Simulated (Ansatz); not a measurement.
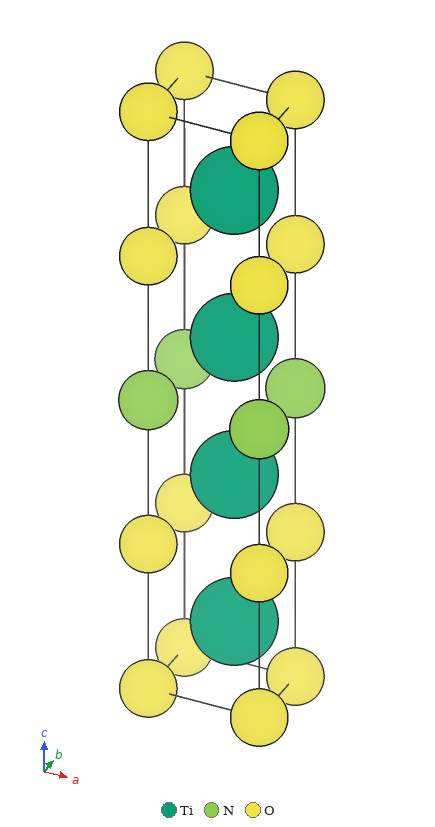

The crystal in a spheres-only representation, seen slightly off an axis. The parallelepiped is the simulation cell.

```xyz
8
Lattice="2.8495 0.0000 0.0000 -1.4248 2.4677 0.0000 0.0000 0.0000 11.1512" Properties=species:S:1:pos:R:3 pbc="T T T"
Ti    1.4248    0.8226    9.7427
Ti    1.4248    0.8226    1.4086
Ti    1.4248    0.8226    4.2483
Ti    1.4248    0.8226    6.9029
N     1.4248    2.4677    5.5756
O     1.4248    2.4677    0.0000
O     1.4248    2.4677    2.7918
O     1.4248    2.4677    8.3595
```

The calculation used DFT PBE, scalar-relativistic, plane waves, PAW (Ansatz 0.2.0), with an energy cutoff of 420 eV, Brillouin-zone sampling on an 18×18×4 mesh, Gaussian smearing of 0.1 eV, no spin polarisation.

What are the atomic charges by Bader's partition?

Answer. Ti +1.34 to +1.43 e; N -1.58 e; O -1.32 e.

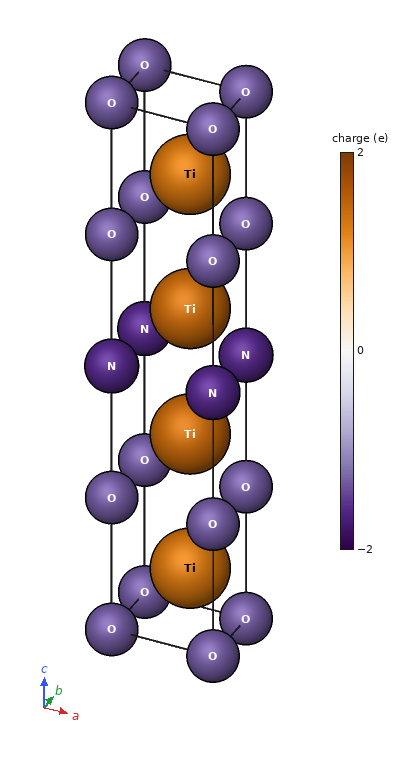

The atoms coloured by those charges.

Source of the structure: a structure type filled with these elements by a generator (whether the compound takes this form wasn't checked). Earlier steps of the study may have refined or changed the cell and positions. It went into a calculation with Ansatz.
